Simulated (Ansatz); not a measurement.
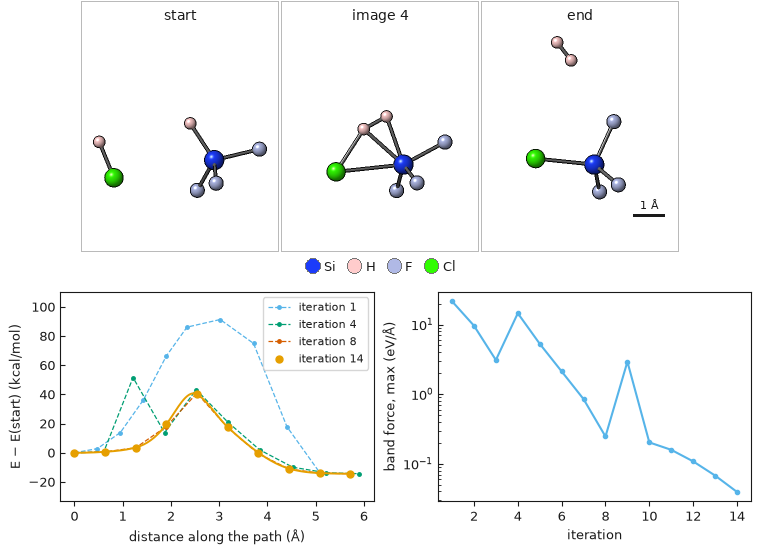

A nudged-elastic-band calculation for SiH₂ClF₃, made up of SiHF3 and HCl. Images are numbered from 0 (start) to 9 (end). The plot follows the band through its iterations. A ball-and-stick model, seen at a tilt.

These are results of Ansatz, RKS B3LYP-D4/def2-SVP, not measurements. Set-up: 8 movable images; no climbing image; force threshold 0.05 eV/Å; iteration limit 60; starting path through a guess of the saddle point.

How did the profile develop, and is the result final?

The run is converged, with reservations. The band converged in 14 iterations. The largest component of the band force went from 22 to 0.039 eV/Å. No image climbed, so the highest image needn't lie on the saddle point, and the true maximum along this path can be higher. The first iteration put the highest image at 91.4 kcal/mol. The energy climbs by 40.1 kcal/mol to image 4 and then falls by 54.4 kcal/mol, so the end point sits at −14.3 kcal/mol.

Limits of the set-up: the start holds two separate molecules, 3.2 Å apart at their closest, whose relative position is a soft coordinate.

Cost: 110 s on 2 threads of Intel(R) Xeon(R) 6975P-C (Granite Rapids) (shared host), peak memory 0.22 GiB.
